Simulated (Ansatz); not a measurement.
```
atom    x (Å)    y (Å)    z (Å)
   C  -1.5170   0.3729   0.2345
   C  -0.2011   0.2762   0.0496
  Al   1.1578  -1.0680  -0.2655
   S   2.6460   0.5274  -0.3042
   S   0.9003   1.6676   0.0419
   H  -2.1339  -0.5193   0.2275
   H  -2.0321   1.3164   0.3973
   H   1.2721  -2.6301  -0.4369
```

Geometry: PBE0-D4/def2-TZVP.

Computed with RKS PBE0-D4/def2-TZVPP in Ansatz 0.2.0.

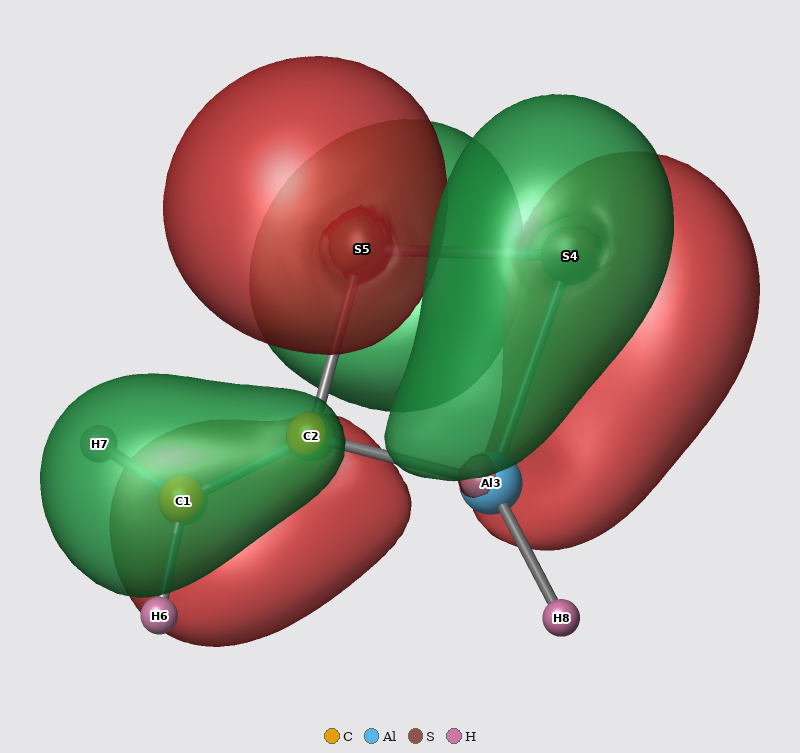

C2H3AlS2. The HOMO at ±0.06 Å⁻³ᐟ² (green and red are the two phases), seen at a tilt.

Describe this orbital and give its energy.

Answer. Its weight (Hirshfeld) is mainly on S5 (about 50 %), S4 (about 25 %) and C1 (about 10 %); it changes sign across the molecular plane (π type); π-antibonding (a node) across S4–S5. Its energy is −6.05 eV.
